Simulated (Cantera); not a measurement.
Input: 1 mol B, 30 mol H2, at 83.0 Pa.

Equilibrium computed with Cantera from the NASA thermochemical tables; the gas is ideal and each condensed phase is pure. Candidate condensed phases: B; 7 gas species. The tables' values for BH2 are old estimates; treat these amounts as uncertain. The numbers say what is thermodynamically allowed, not how fast it happens.

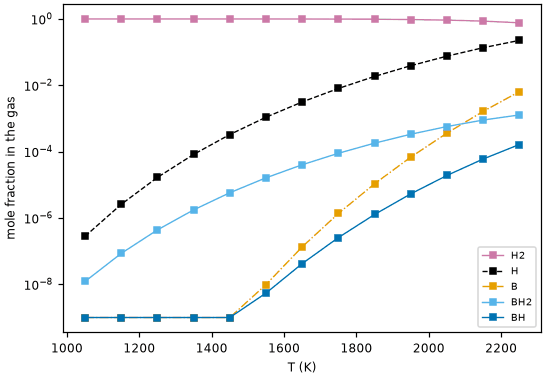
Figure: Equilibrium gas composition (values under 1e-9 drawn at 1e-9)

From 1050 K to 2250 K the condensed part is B(s).
